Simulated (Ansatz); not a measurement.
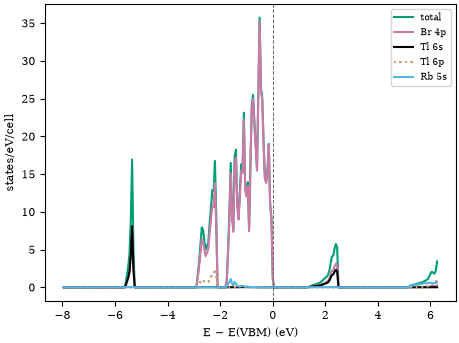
Figure. Total and projected density of states of Rb2NaTlBr6 in space group Fm-3m (No. 225; Rb on 8c, Na on 4b, Tl on 4a, Br on 24e), DFT-r²SCAN in the program Ansatz with PAW potentials

Problem. Which orbitals carry the states next to the gap?

Solution. Top 1 eV of the valence band: Br 4p 98 %. Bottom 1 eV of the conduction band: Br 4p 50 %, Tl 6s 40 %. Projections are on Löwdin-orthogonalised atomic valence shells; empty p or d shells of many metals are not among them.

Problem. Where is the tallest occupied peak in this window, and what makes it?

Solution. Near -0.5 eV, about 36 states/eV per cell; the largest projected share is Br 4p.

The first step of the workflow began from a Materials Project structure, measured or hypothetical; the Crystallography Open Database copy checked does not list it. Whether it is the stable phase at ambient conditions was not checked. The r²SCAN relaxation kept the symmetry of its start; whether a distortion lowers the energy is not shown. Spin–orbit coupling is left out wherever it is not named.

Potentials: the later of the program's two PAW sets.
